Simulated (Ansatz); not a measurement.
**Fields on a plane of Ce (fcc, Cu type)**

```
CELL_PARAMETERS angstrom
      0.00000     2.36603     2.36603
      2.36603     0.00000     2.36603
      2.36603     2.36603     0.00000
ATOMIC_POSITIONS crystal
  Ce 0.00000 0.00000 0.00000
```

The slice is a {111} plane (indices of the conventional cell) through the point (0.000, 0.000, 0.000) (fractional), spanned by u = [100] and v = [-1 2 0] in vectors of this cell: u (3.35 Å) and v (5.80 Å, at 90° to u). It covers one period; positions are fractions (u, v).

Atoms on it: Ce at (0.00, 0.00); Ce at (0.50, 0.50).

The numbers are results of PBE (plane waves to 420 eV, PAW, scalar-relativistic; Ansatz, a first-principles code), not measurements. k mesh 17×17×17. These are valence fields of a PAW run, semicore shells included where kept as valence: close to a nucleus they are smooth pseudo fields. Ce is run without spin polarisation. Ce was relaxed with its symmetry unable to fall. The relaxed volume of Ce is well below the measured one. The filling of the f shell was not checked against other fillings, so treat energies with care.

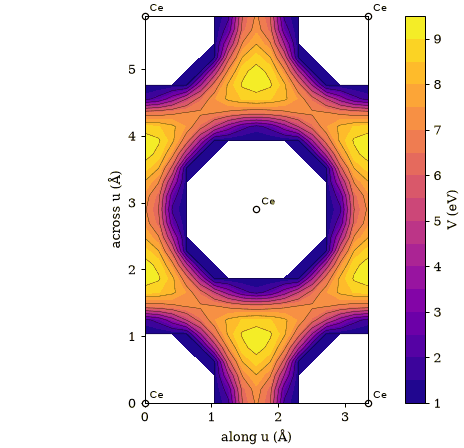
Figure: Electrostatic potential energy of an electron, from the cell's mean, in eV, one period of the plane, atoms marked. Points within 1 Å of a nucleus are left white, as the pseudised field means little there. Values under 1 eV are set to 1. The zero, the cell's mean, hangs on the PAW cores.

```tsv
v \ u	0.00	0.12	0.25	0.38	0.50	0.62	0.75	0.88
0.86	0.2	0.1	-0.4	-0.7	-0.8	-0.7	-0.4	0.1
0.71	-0.8	-0.8	-0.7	-0.6	-0.4	-0.6	-0.7	-0.8
0.57	-0.8	-0.6	0.1	0.4	0.2	0.4	0.1	-0.6
0.43	-0.8	-0.6	0.1	0.4	0.2	0.4	0.1	-0.6
0.29	-0.8	-0.8	-0.7	-0.6	-0.4	-0.6	-0.7	-0.8
0.14	0.2	0.1	-0.4	-0.7	-0.8	-0.7	-0.4	0.1
0.00	-3.0	0.2	0.2	-0.5	-0.8	-0.5	0.2	0.2
```

Values: log₁₀ of the valence density in e/Å³. The scale is logarithmic, as a density can span decades between atoms and voids; values under 0.001 e/Å³ are set to 0.001.
